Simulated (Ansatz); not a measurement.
## A family of molecules: the HOMO–LUMO gap

One atom is swapped for its congeners: C2H5S `[CH2]SC`; CH5GeS `C[S][GeH2]`; CH5SSn `C[S][SnH2]`. The Si member is missing. All are doublets with charge 0.

Shapes, held fixed at every level: PBE0-D4/def2-TZVP. Flexible molecules stand in one conformer, not always the lowest. Programs: Ansatz 0.2.0. Values in eV.

```tsv
level	C2H5S	CH5GeS	CH5SSn
SPW92/def2-TZVPP	0.99	0.77	0.63
B3LYP-D4/def2-TZVPP	3.12	2.41	2.13
PBE0-D4/def2-TZVPP	3.75	3.03	2.71
r2SCAN0-D4/def2-TZVPP	4.41	3.51	3.15
wB97M-V/def2-TZVPP	7.61	6.74	6.34
wB97X-V/def2-TZVPP	8.00	6.99	6.56
```

At wB97X-V/def2-TZVPP the HOMO–LUMO gap falls at every step, from 8.00 to 6.56 eV. Every level shows the same order. Open shells run unrestricted unless RO is named. For atoms past krypton def2 sets carry core potentials with scalar relativity. Relativity is left out for Ge unless named. Orbital gaps aren't excitation energies, and the LUMO depends on the basis.

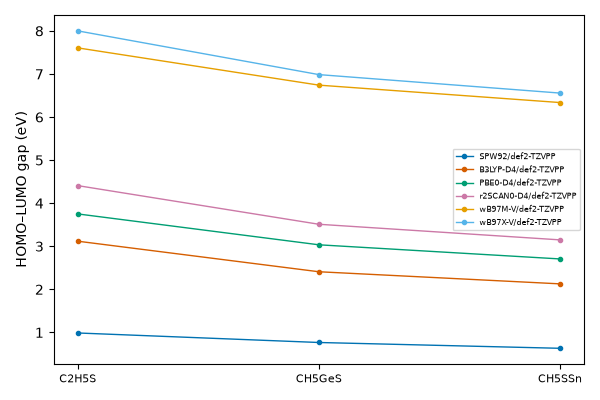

The trend along the series, level by level.
